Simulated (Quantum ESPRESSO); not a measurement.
# N K ELNES/XANES of TiIN (Pmmn) from DFT

Aim: the near-edge shape at the N K edge of TiIN (Pmmn), and what the core hole does to it.

Calculated with Quantum ESPRESSO 7.5; X-ray absorption near-edge structure, plane-wave PAW LDA, one-electron final states by a Lanczos continued fraction.

**1. The starting structure**

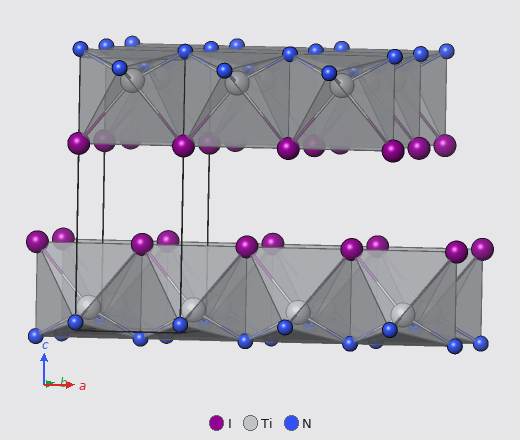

The cell as given, slightly off an axis (iodine purple, titanium light grey, nitrogen blue). 3×2×1 cells are drawn. Some periodic images of atoms are drawn too.

**2. Ground state of the crystal**

The ground state comes first: it tells whether the system has a gap, which decides how the excited electron is treated.

scf.in reads:

```
&control
   calculation='scf', prefix='x', pseudo_dir='../pp', outdir='tmp', tprnfor=.true.
/
&system
   ibrav=0, nat=6, ntyp=4, nbnd=29
   ecutwfc=52, ecutrho=560
   occupations='smearing', smearing='mv', degauss=0.015
/
&electrons
   conv_thr=6.0e-08, electron_maxstep=120
   mixing_beta=0.5
/
ATOMIC_SPECIES
I 1.0 I.lda-n-kjpaw.UPF
Ti 1.0 Ti.lda-spn-kjpaw.UPF
N3 1.0 N.lda-n-kjpaw.UPF
N 1.0 N.lda-n-kjpaw.UPF
CELL_PARAMETERS angstrom
  3.51500000 0.00000000 0.00000000
  0.00000000 3.94100000 0.00000000
  0.00000000 0.00000000 8.95500000
ATOMIC_POSITIONS crystal
I    0.00000000 0.00000000 0.68500000
I    0.50000000 0.50000000 0.31500000
Ti   0.50000000 0.00000000 0.92000000
Ti   0.00000000 0.50000000 0.08000000
N3   0.00000000 0.00000000 0.03000000
N    0.50000000 0.50000000 0.97000000
K_POINTS automatic
8 7 3 0 0 0
```

I.lda-n-kjpaw.ld1.in reads:

```
&input
   title='I', zed=53., rel=1, iswitch=3, dft='PZ',
   config='[Kr] 5s2 5p5 4d10 5d-1'
/
&inputp
   file_pseudopw='I.lda-n-kjpaw.UPF', author='',
   lpaw=.true.,
   pseudotype=3,
   lloc=-1,
   rcloc=2.1,
   which_augfun='PSQ',
   rmatch_augfun_nc=.true.,
   nlcc=.true.,
   new_core_ps=.true.,
   rcore=1.8,
   tm=.true.,
   lgipaw_reconstruction=.true., use_paw_as_gipaw=.true.
/
6
5S  1  0  2.00  0.00  1.50  1.80  0.0
5S  1  0  0.00  6.30  1.50  1.80  0.0
5P  2  1  5.00  0.00  1.80  2.00  0.0
5P  2  1  0.00  6.30  1.80  2.00  0.0
5D  3  2  0.00  0.50  1.60  2.10  0.0
5D  3  2  0.00  4.30  1.60  2.10  0.0
```

Ti.lda-spn-kjpaw.ld1.in reads:

```
&input
   title='Ti', zed=22., rel=1, iswitch=3, dft='PZ',
   config='[Ar] 4s2 4p0 3d2'
/
&inputp
   file_pseudopw='Ti.lda-spn-kjpaw.UPF', author='',
   lpaw=.true.,
   pseudotype=3,
   lloc=-1,
   rcloc=1.6,
   which_augfun='PSQ',
   rmatch_augfun_nc=.true.,
   nlcc=.true.,
   new_core_ps=.true.,
   rcore=0.8,
   tm=.true.,
   lgipaw_reconstruction=.true., use_paw_as_gipaw=.true.
/
6
3S  1  0  2.00  0.00  0.85  1.30  0.0
4S  2  0  2.00  0.00  0.85  1.30  0.0
3P  2  1  6.00  0.00  0.80  1.60  0.0
4P  3  1  0.00  4.00  0.80  1.60  0.0
3D  3  2  2.00  0.00  0.80  1.50  0.0
3D  3  2  0.00  0.05  0.80  1.50  0.0
```

N.lda-n-kjpaw.ld1.in reads:

```
&input
   title='N', zed=7., rel=1, iswitch=3, dft='PZ',
   config='[He] 2s2 2p3'
/
&inputp
   file_pseudopw='N.lda-n-kjpaw.UPF', author='',
   lpaw=.true.,
   pseudotype=3,
   lloc=-1,
   rcloc=1.2,
   which_augfun='PSQ',
   rmatch_augfun_nc=.true.,
   nlcc=.true.,
   new_core_ps=.true.,
   rcore=0.7,
   tm=.true.,
   lgipaw_reconstruction=.true., use_paw_as_gipaw=.true.
/
4
2S  1  0  2.00  0.00  1.00  1.30  0.0
2S  1  0  0.00  2.00  1.00  1.30  0.0
2P  2  1  3.00  0.00  0.90  1.35  0.0
2P  2  1  0.00  0.05  0.90  1.35  0.0
```

Launch:

```
> OMP_NUM_THREADS=1 mpirun --oversubscribe --bind-to none -np 4 pw.x -nk 4 -in scf.in > scf.out
```

The log of the run:

```text
     [... banner and references ...]
using ibrav=0 with symmetry is DISCOURAGED, use correct ibrav instead

     G-vector sticks info
     --------------------

     Using Slab Decomposition

     bravais-lattice index     =            0
     lattice parameter (alat)  =       6.6424  a.u.
     unit-cell volume          =     837.1320 (a.u.)^3
     number of atoms/cell      =            6
     number of atomic types    =            4
     number of electrons       =        48.00
     number of Kohn-Sham states=           29
     kinetic-energy cutoff     =      52.0000  Ry
     charge density cutoff     =     560.0000  Ry
     scf convergence threshold =      6.0E-08
     mixing beta               =       0.5000
     number of iterations used =            8  plain     mixing
     Exchange-correlation= SLA  PZ   NOGX NOGC
                           (   1   1   0   0   0   0   0)

     celldm(1)=   6.642387  celldm(2)=   0.000000  celldm(3)=   0.000000
     celldm(4)=   0.000000  celldm(5)=   0.000000  celldm(6)=   0.000000

     crystal axes: (cart. coord. in units of alat)
               a(1) = (   1.000000   0.000000   0.000000 )
               a(2) = (   0.000000   1.121195   0.000000 )
               a(3) = (   0.000000   0.000000   2.547653 )

     reciprocal axes: (cart. coord. in units 2 pi/alat)
               b(1) = (  1.000000  0.000000  0.000000 )
               b(2) = (  0.000000  0.891906  0.000000 )
               b(3) = (  0.000000  0.000000  0.392518 )

     ../pp/I.lda-n-kjpaw.UPF
     Pseudo is Projector augmented-wave + core cor, Zval =  7.0
     Shape of augmentation charge: PSQ
     Using radial grid of 1247 points,  6 beta functions with:
                l(1) =   0
                l(2) =   0
                l(3) =   1
                l(4) =   1
                l(5) =   2
[...]
Q(r) pseudized with 0 coefficients

     PseudoPot. #2 for Ti:     Pseudo is Projector augmented-wave + core cor, Zval = 12.0

     ../pp/N.lda-n-kjpaw.UPF
     Pseudo is Projector augmented-wave + core cor, Zval =  5.0
     Shape of augmentation charge: PSQ
     Using radial grid of 1085 points,  4 beta functions with:
[...]
Q(r) pseudized with 0 coefficients

     ../pp/N.lda-n-kjpaw.UPF
     Pseudo is Projector augmented-wave + core cor, Zval =  5.0
     Shape of augmentation charge: PSQ
     Using radial grid of 1085 points,  4 beta functions with:
[...]
l(2) =   0
                l(3) =   1
                l(4) =   1
     Q(r) pseudized with 0 coefficients

     atomic species   valence    mass     pseudopotential
     I                 7.00     1.00000     I ( 1.00)
     Ti               12.00     1.00000     Ti( 1.00)
     N3                5.00     1.00000     N ( 1.00)
     N                 5.00     1.00000     N ( 1.00)

      4 Sym. Ops. (no inversion) found

   Cartesian axes

     site n.     atom                  positions (alat units)
         1        I      tau(   1) = (   0.0000000   0.0000000   1.7451422  )
         2        I      tau(   2) = (   0.5000000   0.5605974   0.8025107  )
         3        Ti     tau(   3) = (   0.5000000   0.0000000   2.3438407  )
         4        Ti     tau(   4) = (   0.0000000   0.5605974   0.2038122  )
         5        N3     tau(   5) = (   0.0000000   0.0000000   0.0764296  )
         6        N      tau(   6) = (   0.5000000   0.5605974   2.4712233  )

     number of k points=    40  Marzari-Vanderbilt smearing, width (Ry)=  0.0150
                       cart. coord. in units 2pi/alat
        k(    1) = (   0.0000000   0.0000000   0.0000000), wk =   0.0119048
        k(    2) = (   0.0000000   0.0000000   0.1308394), wk =   0.0238095
        k(    3) = (   0.0000000   0.1274151   0.0000000), wk =   0.0238095
        k(    4) = (   0.0000000   0.1274151   0.1308394), wk =   0.0476190
[...]
total energy              =   -1149.91532421 Ry
[...]
iteration # 15     ecut=    52.00 Ry     beta= 0.50
     Davidson diagonalization with overlap
     ethr =  1.65E-08,  avg # of iterations =  5.1

     total energy              =   -1149.91532762 Ry
     estimated scf accuracy    <       0.00000345 Ry

     iteration # 16     ecut=    52.00 Ry     beta= 0.50
     Davidson diagonalization with overlap
     ethr =  7.18E-09,  avg # of iterations =  1.2

     total energy              =   -1149.91532732 Ry
     estimated scf accuracy    <       0.00000123 Ry

     iteration # 17     ecut=    52.00 Ry     beta= 0.50
     Davidson diagonalization with overlap
     ethr =  2.56E-09,  avg # of iterations =  3.8

     End of self-consistent calculation

          k = 0.0000 0.0000 0.0000 (  5321 PWs)   bands (ev):

   -49.8779 -49.8089 -26.5496 -26.5416 -26.4531 -26.4243 -26.3111 -26.2761
    -7.8304  -6.3605  -5.8914  -5.8325   1.8601   2.4513   2.5866   2.8837
     4.0062   4.2535   5.4996   5.5568   5.6124   6.2259   6.4596   6.9514
     6.9876   8.6657   8.9981   9.0196   9.5668

          k = 0.0000 0.0000 0.1308 (  5351 PWs)   bands (ev):

   -49.8779 -49.8089 -26.5496 -26.5416 -26.4531 -26.4244 -26.3113 -26.2762
    -7.8229  -6.3781  -6.0268  -5.6777   1.6314   2.4513   2.5870   3.2143
[...]
6.9514   8.7121   8.8940   9.0196   9.4488

          k = 0.0000 0.1274 0.0000 (  5329 PWs)   bands (ev):

[...]
7.6025   8.5002   8.7980   9.0267   9.0538

          k = 0.0000 0.1274 0.1308 (  5316 PWs)   bands (ev):

[...]
7.5586   8.3795   8.8386   9.0594   9.1240

          k = 0.0000 0.2548 0.0000 (  5303 PWs)   bands (ev):

[...]
8.3247   8.4366   8.4689   8.8456   9.1097

[...]
k = 0.3750 0.2548 0.1308 (  5295 PWs)   bands (ev):

[...]
k = 0.3750 0.3822 0.0000 (  5297 PWs)   bands (ev):

[...]
k = 0.3750 0.3822 0.1308 (  5285 PWs)   bands (ev):

[...]
k =-0.5000 0.0000 0.0000 (  5292 PWs)   bands (ev):

[...]
k =-0.5000 0.0000 0.1308 (  5296 PWs)   bands (ev):

[...]
k =-0.5000 0.1274 0.0000 (  5282 PWs)   bands (ev):

[...]
k =-0.5000 0.1274 0.1308 (  5298 PWs)   bands (ev):

[...]
k =-0.5000 0.2548 0.0000 (  5314 PWs)   bands (ev):

[...]
k =-0.5000 0.2548 0.1308 (  5302 PWs)   bands (ev):

[...]
8.0804   8.0805   8.5920   8.5921   9.4338

          k =-0.5000 0.3822 0.0000 (  5302 PWs)   bands (ev):

[...]
8.0247   8.0247   8.7966   8.7966   9.7980

          k =-0.5000 0.3822 0.1308 (  5278 PWs)   bands (ev):

   -49.8371 -49.8370 -26.6293 -26.6293 -26.4677 -26.4676 -26.2923 -26.2923
    -6.0849  -6.0849  -4.9556  -4.9555   1.2416   1.2416   2.7830   2.7831
     3.4771   3.4771   3.9612   3.9612   4.8438   4.8438   5.0627   5.0628
     8.0892   8.0893   8.7917   8.7917   9.7141

     the Fermi energy is     6.7889 ev

!    total energy              =   -1149.91532759 Ry
     total all-electron energy =    -32068.829417 Ry
     estimated scf accuracy    <       0.00000002 Ry
     smearing contrib. (-TS)   =       0.00112158 Ry
     internal energy E=F+TS    =   -1149.91644918 Ry

     The total energy is F=E-TS. E is the sum of the following terms:
     one-electron contribution =    -351.70858758 Ry
     hartree contribution      =     194.57027586 Ry
     xc contribution           =     -79.80334700 Ry
     ewald contribution        =    -105.29281744 Ry
     one-center paw contrib.   =    -807.68197301 Ry

     convergence has been achieved in  17 iterations

     Forces acting on atoms (cartesian axes, Ry/au):

     atom    1 type  1   force =     0.00000000    0.00000000   -0.01709301
     atom    2 type  1   force =     0.00000000    0.00000000    0.01709062
     atom    3 type  2   force =     0.00000000    0.00000000    0.03645134
     atom    4 type  2   force =     0.00000000    0.00000000   -0.03644963
     atom    5 type  3   force =     0.00000000    0.00000000    0.00925023
     atom    6 type  4   force =     0.00000000    0.00000000   -0.00924956

     Total force =     0.058418     Total SCF correction =     0.000181

     XML data file, charge density, pseudopotentials, collected wavefunctions

=------------------------------------------------------------------------------=
   JOB DONE.
=------------------------------------------------------------------------------=
```

Run time: 55 s. Hardware: 4 MPI ranks of Arm Neoverse V1, shared host; peak memory 0.32 GiB; 3.6 min of CPU time.

Absorbing atoms carry a label of their own (element plus a letter or digit), as the spectrum program needs them as separate species.

The mesh shows no gap, so the system is treated as a metal and the core electron is put at the Fermi level (neutral cell).

**3. Spectrum without a core hole, N atom 5**

This cheap baseline ignores the attraction of the hole: it shows the absorber's empty states as they are in the ground state.

The absorber has 4 Ti at 2.01 Å (4-fold, site symmetry mm2).

xspectra.in reads:

```
&input_xspectra
   calculation='xanes_dipole', edge='K'
   prefix='x', outdir='tmp', xiabs=3, xe0=6.7889
   xonly_plot=.false., x_save_file='xanes.sav'
   xniter=3000, xcheck_conv=20, xerror=0.005
   xcoordcrys=.false., xepsilon(1)=1, xepsilon(2)=0, xepsilon(3)=0
/
&plot
   xnepoint=413, xemin=-10, xemax=45, terminator=.true., cut_occ_states=.true.
   xgamma=0.4
/
&pseudos
   filecore='../N.wfc'
/
&cut_occ
   cut_desmooth=0.1, cut_stepl=0.05, cut_stepu=0.05, cut_ierror=1e-5
/
8 8 4 0 0 0
```

Launch:

```
> OMP_NUM_THREADS=1 mpirun --oversubscribe --bind-to none -np 4 xspectra.x -nk 4 -in xspectra.in > xspectra.out
```

The log of the run:

```text
     [... banner and references ...]
Reading input_file

     calculation: xanes_dipole

     xepsilon  [cartesian coordinates]:   1.000000   0.000000   0.000000

     xonly_plot: FALSE
        => complete calculation: Lanczos + spectrum plot

     filecore (core-wavefunction file): ../N.wfc

     main plot parameters:
        cut_occ_states: TRUE
        gamma_mode:  constant
        -> using xgamma [eV]:  0.40
        xemin [eV]: -10.00
        xemax [eV]:  45.00
        xnepoint:  413
        xe0 [eV]:   6.788900 (energy zero read in input file)

[...]
Results of STEP 1 successfully written in x_save_file
     x_save_file name:
     ->  xanes.sav
     x_save_file version:  2

     ... End STEP 1 ...

     ... Begin STEP 2 ...

     The spectrum is calculated using the following parameters:
        xe0 [eV]:    6.7889
        the occupied states are elimintate from the spectrum
        xemin [eV]: -10.00
        xemax [eV]:  45.00
        xnepoint:  413
        constant broadening parameter [eV]:    0.400
        Core level energy [eV]:  -409.9
         (from electron binding energy of neutral atoms in X-ray data booklet)

     Cross-section successfully written in xanes.dat

     ... End STEP 2 ...

                                END JOB XSpectra
```

The job ended after 6.3 min (4 MPI ranks; peak memory 0.26 GiB; 25 min of CPU time).

The N K spectrum, N atom 5, no core hole (energy from the energy zero of the input (xe0, at the border of filled and empty states); intensity scaled to a mean of 1 over the first 20 eV; the points at xe0, where the cut of filled states can leave a spike, are interpolated; polarised curves are means over the symmetry-equivalent atoms):

```
E (eV)  isotropic  ε ∥ x  ε ∥ y  ε ∥ z
  -2.0       0.05   0.05   0.05   0.06
  -0.5       0.11   0.11   0.11   0.11
   1.0       0.56   0.51   0.71   0.47
   2.5       1.71   0.97   1.93   2.23
   4.0       1.33   2.17   0.54   1.29
   5.5       1.59   1.85   1.63   1.31
   7.0       1.15   0.75   1.57   1.14
   8.5       0.77   0.65   0.77   0.90
  10.0       0.83   0.68   0.87   0.93
  11.5       0.76   0.77   0.76   0.76
  13.0       0.93   0.98   1.03   0.77
  14.5       0.95   0.93   0.96   0.96
  16.0       0.95   1.22   0.99   0.62
  17.5       0.84   0.82   1.08   0.62
  19.0       0.98   0.94   1.01   0.98
  20.5       0.78   0.84   0.82   0.66
  22.0       0.75   0.85   0.69   0.70
  23.5       0.74   0.81   0.67   0.75
  25.0       0.62   0.65   0.54   0.67
  26.5       0.63   0.53   0.53   0.82
  28.0       0.57   0.38   0.48   0.85
  29.5       0.46   0.39   0.40   0.58
  31.0       0.47   0.45   0.41   0.56
```

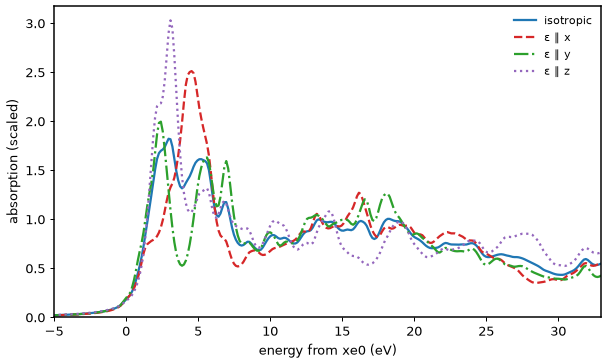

The N K edge, N atom 5, no core hole: main maxima at 2.9, 5.2 and 7.0 eV.

Main maxima below 24 eV (height): 2.9 eV (1.82), 5.2 eV (1.61), 7.0 eV (1.18), 13.4 eV (1.00), 16.3 eV (0.98) and 18.2 eV (1.01). A K edge sees empty p states; the first features are N p mixed into the empty d states of the Ti neighbours, and the broad ones above probably into the cations' higher empty bands.

**4. Another broadening**

The final state's lifetime shortens with energy, so measured features broaden above the edge; the saved Lanczos coefficients are redrawn with a width that grows.

xspectra_plot.in reads:

```
&input_xspectra
   calculation='xanes_dipole', edge='K'
   prefix='x', outdir='tmp', xiabs=3, xe0=6.7889
   xonly_plot=.true., x_save_file='xanes.sav'
   xniter=3000, xcheck_conv=20, xerror=0.005
   xcoordcrys=.false., xepsilon(1)=1, xepsilon(2)=0, xepsilon(3)=0
/
&plot
   xnepoint=413, xemin=-10, xemax=45, terminator=.true., cut_occ_states=.true.
   gamma_mode='variable', gamma_energy(1)=4, gamma_energy(2)=25, gamma_value(1)=0.3, gamma_value(2)=2.5
/
&pseudos
   filecore='../N.wfc'
/
&cut_occ
   cut_desmooth=0.1, cut_stepl=0.05, cut_stepu=0.05, cut_ierror=1e-5
/
8 8 4 0 0 0
```

Launch:

```
> OMP_NUM_THREADS=1 xspectra.x -in xspectra_plot.in > xspectra_plot.out
```

The log of the run:

```text
     [... banner and references ...]
Reading input_file
     -------------------------------------------------------------------------

     calculation: xanes_dipole

     xonly_plot: TRUE
        => only the spectrum plot

     main plot parameters:
        cut_occ_states: TRUE
        gamma_mode:  variable
        -> first, constant up to point ( 4.00, 0.30) [eV]
        -> then, linear up to point (25.00, 2.50) [eV]
        -> finally, constant up to xemax
        xemin [eV]: -10.00
        xemax [eV]:  45.00
        xnepoint:  413
[...]
xemin [eV]: -10.00
        xemax [eV]:  45.00
        xnepoint:  413
        energy-dependent broadening parameter:
         -> first, constant up to point ( 4.00, 0.30) [eV]
         -> then, linear up to point (25.00, 2.50) [eV]
         -> finally, constant up to xemax
        Core level energy [eV]:  -409.9
         (from electron binding energy of neutral atoms in X-ray data booklet)

     Cross-section successfully written in xanes.dat

     -------------------------------------------------------------------------
                                END JOB XSpectra
     -------------------------------------------------------------------------
[key lines of the parts left out:]
Fermi level [eV]:   6.9876
```

Run time: 11 s. Hardware: 1 MPI rank; peak memory 0.05 GiB.

With a Lorentzian half width 0.3 eV up to 4 eV, rising linearly to 2.5 eV at 25 eV, the maxima are 3.1 eV (2.00), 5.1 eV (1.63) and 13.8 eV (0.91).

**5. Supercell without a hole, the energy reference**

The photon energy needs a difference of total energies, so the cell and mesh of the coming hole run are first run without a hole.

scf.in reads:

```
&control
   calculation='scf', prefix='x', pseudo_dir='../pp', outdir='tmp', tprnfor=.true.
/
&system
   ibrav=0, nat=12, ntyp=3, nbnd=59
   ecutwfc=52, ecutrho=560
   occupations='smearing', smearing='mv', degauss=0.015
/
&electrons
   conv_thr=1.2e-07, electron_maxstep=120
   mixing_beta=0.5
/
ATOMIC_SPECIES
I 1.0 I.lda-n-kjpaw.UPF
Ti 1.0 Ti.lda-spn-kjpaw.UPF
N 1.0 N.lda-n-kjpaw.UPF
CELL_PARAMETERS angstrom
  -3.51500000 3.94100000 0.00000000
  -3.51500000 -3.94100000 0.00000000
  3.51500000 0.00000000 8.95500000
ATOMIC_POSITIONS crystal
I    0.34250000 0.34250000 0.68500000
I    0.84250000 0.84250000 0.68500000
I    0.15750000 0.65750000 0.31500000
I    0.65750000 0.15750000 0.31500000
Ti   0.21000000 0.21000000 0.92000000
Ti   0.71000000 0.71000000 0.92000000
Ti   0.29000000 0.79000000 0.08000000
Ti   0.79000000 0.29000000 0.08000000
N    0.01500000 0.01500000 0.03000000
N    0.51500000 0.51500000 0.03000000
N    0.48500000 0.98500000 0.97000000
N    0.98500000 0.48500000 0.97000000
K_POINTS automatic
5 5 5 0 0 0
```

Launch:

```
> OMP_NUM_THREADS=1 mpirun --oversubscribe --bind-to none -np 4 pw.x -nk 4 -in scf.in > scf.out
```

The log of the run:

```text
     [... banner and references ...]
[banner, memory and clock lines left out]
Found identity + (  0.5000 -0.5000  0.0000) symmetry
     This is a supercell, fractional translations are disabled
     using ibrav=0 with symmetry is DISCOURAGED, use correct ibrav instead

     G-vector sticks info

     bravais-lattice index     =            0
     lattice parameter (alat)  =       9.9792  a.u.
     unit-cell volume          =    1674.2640 (a.u.)^3
[...]
atom    1 type  1   force =    -0.00000000    0.00000000   -0.01716309
     atom    2 type  1   force =    -0.00000000    0.00000000   -0.01715671
     atom    3 type  1   force =     0.00000000    0.00000000    0.01713381
[...]
atom   11 type  3   force =    -0.00000000    0.00000000   -0.00926997
     atom   12 type  3   force =    -0.00000000    0.00000000   -0.00926997

     Total force =     0.081674     Total SCF correction =     0.000422

     XML data file, charge density, pseudopotentials, collected wavefunctions
[key lines of the parts left out:]
!    total energy              =   -2299.83069157 Ry
the Fermi energy is     6.7763 ev
convergence has been achieved in  15 iterations
```

Wall time 3.1 min (4 MPI ranks); peak memory 0.57 GiB; 12 min of CPU time.

Reference energy: -872637.304 eV with the cores included.

(Continued in part 2 of 4.)

[Banner, clock and machine lines of the logs are left out without a mark of their own.]

[Logs are printed without paths, hosts, clocks, repeated set-up lines and the standing remarks that a program may print on its own settings, such as how far it seeks lower states.]

[Hosts, paths, dates, database ids (printed as entryN), source tags and the programs' standing remarks are cut or masked in the printed files.]

[Lists of maxima count a maximum above −3 eV only where it reaches 4 % of the highest in the window and stands out from its surroundings by 2 % of it (1.5 % where it reaches 55 %); shoulders and weaker maxima are passed over, and of the rest the first, up to two pre-edge ones and the few strongest are named.]
